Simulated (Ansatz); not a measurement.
```yaml
crystal:
  periodic: [false, false, false]
  atoms:
    - {symbol: C, position_ang: [-0.835232, 1.056774, -0.406614]}
    - {symbol: C, position_ang: [-0.545425, -0.419884, -0.195978]}
    - {symbol: Si, position_ang: [1.154746, -0.747114, 0.527536]}
    - {symbol: H, position_ang: [-1.796791, 1.236288, -0.890211]}
    - {symbol: H, position_ang: [0.037304, 1.583888, -1.165739]}
    - {symbol: H, position_ang: [-0.797350, 1.627142, 0.523068]}
    - {symbol: H, position_ang: [-0.625677, -0.966760, -1.141145]}
    - {symbol: H, position_ang: [-1.294378, -0.859590, 0.472939]}
    - {symbol: H, position_ang: [1.308661, -0.038763, 1.828576]}
    - {symbol: H, position_ang: [2.211158, -0.254258, -0.398666]}
    - {symbol: H, position_ang: [1.366480, -2.202887, 0.755092]}
basis:
  gaussian: {orbitals: def2-TZVPP}
correlation: {method: ccsd_t}
```

Geometry: relaxed with PBE0-D4/def2-TZVP with one coordinate held away from its value at the minimum.

Describe the molecule in this file.

It has 11 atoms: 2 carbon, 8 hydrogen and 1 silicon (C2H8Si). SMILES: `CC[SiH3]`. It has no ring. Among its groups: Si–H bond. Coordination: 2 C tetrahedral; 1 Si tetrahedral.

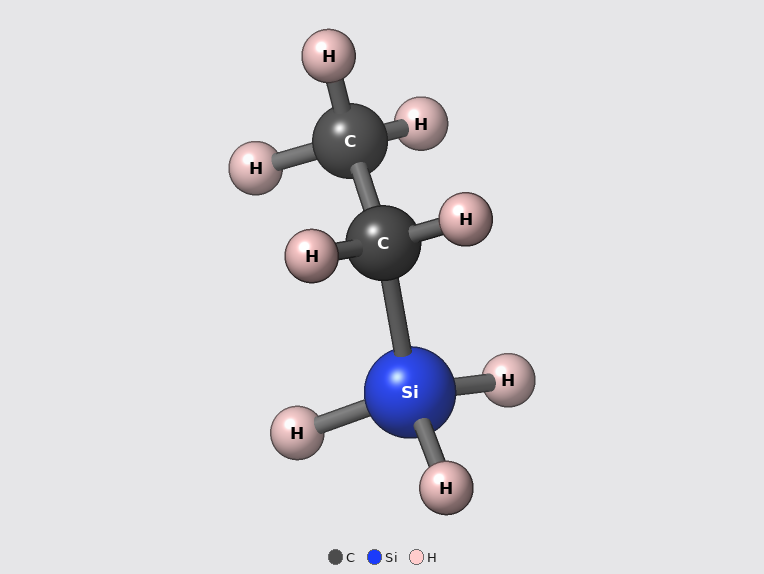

Figure made from data computed with Ansatz.
